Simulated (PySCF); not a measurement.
C7H8 (charge +1, doublet)

Input file:

```
{"job": {"kind": "epr", "basis": "pcH-1"}, "charge": 1, "multiplicity": 2}
C      1.740857     1.120318     1.356803
C      1.295081     0.469816     0.441216
C      0.773975    -0.288453    -0.624258
C      1.656087    -0.913097    -1.479482
C     -0.650988    -0.392330    -0.797356
C     -1.557031     0.801260    -0.393810
C     -1.576253    -0.386347     0.449474
H      2.143107     1.686881     2.149850
H      2.722269    -0.823244    -1.341008
H      1.306233    -1.507833    -2.308763
H     -0.977016    -0.987859    -1.640522
H     -2.373594     0.987980    -1.076726
H     -1.033433     1.683439    -0.052613
H     -2.406470    -1.075313     0.386702
H     -1.067238    -0.367228     1.402926
```

Run with:

```sh
OMP_NUM_THREADS=1 python probes_run.py task.json out
```

Geometry: GFN2-xTB.

All numbers below come from UKS B3LYP, pcH-1 on C H, non-relativistic, mean-field spin-orbit, GIAO (PySCF).

Q: What will maps of the electron density, electron localisation function and spin density show?

A: C–C (1.21 Å): ρ at the midpoint is about 2.6 e/Å³; the ELF peaks at about 0.85 between the atoms: a short, multiple covalent bond.
C–H (1.05 Å): ρ at the midpoint is about 2.5 e/Å³; the ELF climbs to about 1 towards the hydrogen, as it does in any bond to H.
C–C (1.38 Å): ρ at the midpoint is about 2 e/Å³; the ELF peaks at about 0.95 between the atoms, as expected for a covalent bond.
The unpaired spin (1 electron) lies mostly on C4 (about 0.4), C1 (about 0.1), C3 (about 0.1) and C5 (about 0.1), in electrons by Hirshfeld's partition.

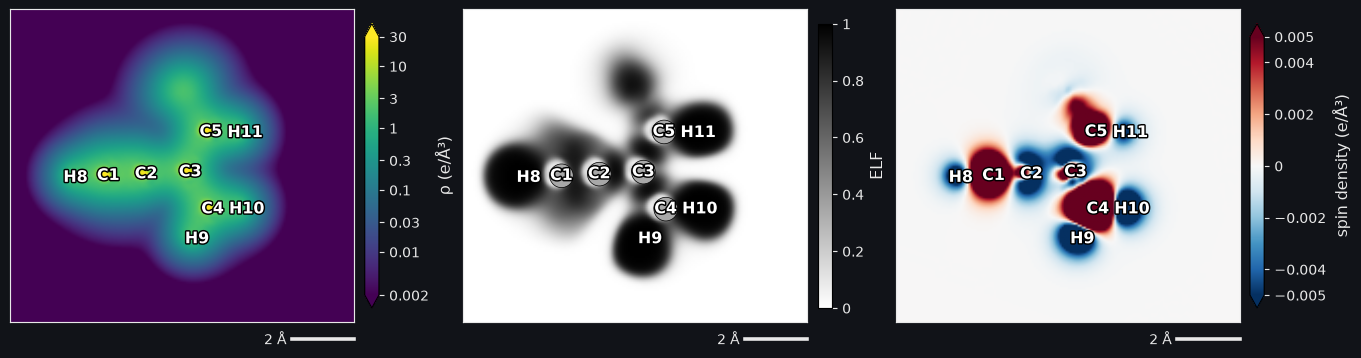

Computed electron density, electron localisation function and spin density on the plane of atoms C3, C4 and H9, in this order. Grey discs cover the atomic cores in the ELF map. 
